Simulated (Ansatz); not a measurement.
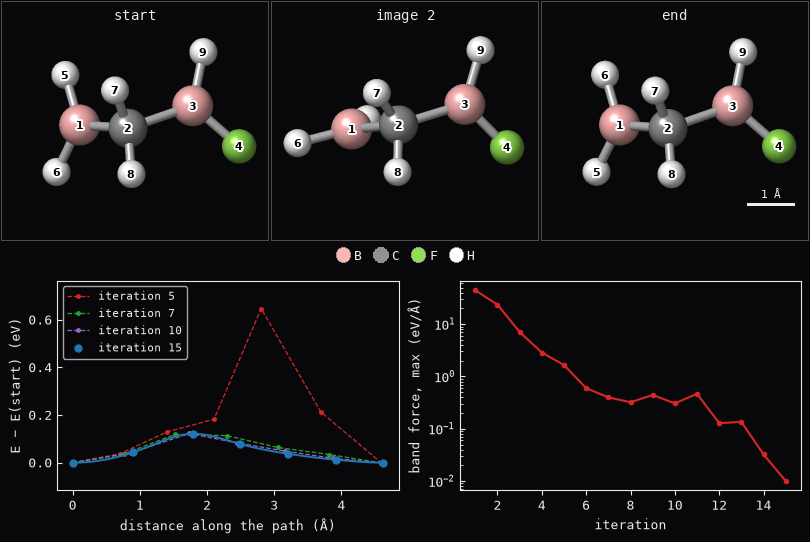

A search for the minimum-energy path of CH5B2F by the nudged elastic band. Images are numbered from 0 (start) to 6 (end). The plot follows the band through its iterations. A ball-and-stick model, seen at a tilt.

Computed with RKS PBE0-D4/def2-SVP in Ansatz 0.2.0. Settings: 5 movable images; climbing image; force threshold 0.03 eV/Å; iteration limit 60; starting path through a guess of the saddle point.

Judge this run.

The result is final at these settings. The band converged in 15 iterations. The largest component of the band force went from 44 to 0.01 eV/Å. The climbing image converged on the top of the path. Its vibrational analysis gives one imaginary mode (250i cm⁻¹), as a transition state must have. The first iteration put the highest image at 14.459 eV. The barrier is about 0.121 eV in both directions, with image 2 at the top; the ends have the same energy.

The run took of the order of 3 core-minutes on a shared host.
